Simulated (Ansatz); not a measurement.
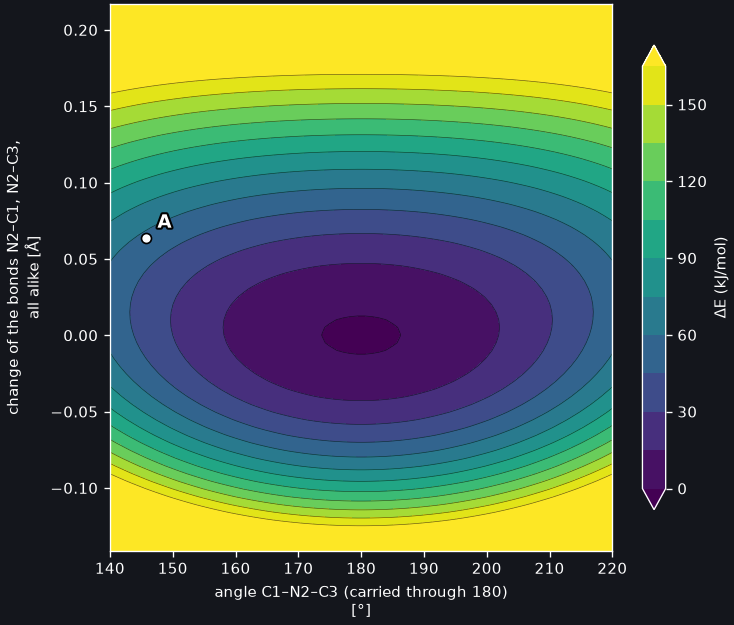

C₂H₄N, SMILES [CH+]=NC, charge +1. Coordinates scanned: (1) angle C1–N2–C3 (carried through 180); (2) change of the bonds N2–C1, N2–C3, all alike. Nothing is relaxed (all other coordinates rigid). The grid has 15 × 15 points. Points are written as (first, second). All energies are given in kJ/mol relative to the lowest grid point. All numbers below come from Ansatz 0.2.0, RKS r2SCAN-D4/def2-TZVP.

Drawn: filled contours, one colour for all values above the top of the scale, the point A. Between grid points the surface is interpolated.

### Is A at rest? If not, where is it pushed?

A, at (145.7°, 0.064 Å), is not a stationary point. The computed force is 1.8 kJ/mol for each degree towards larger values of the first coordinate and 670 kJ/mol for each Å towards smaller values of the second coordinate.
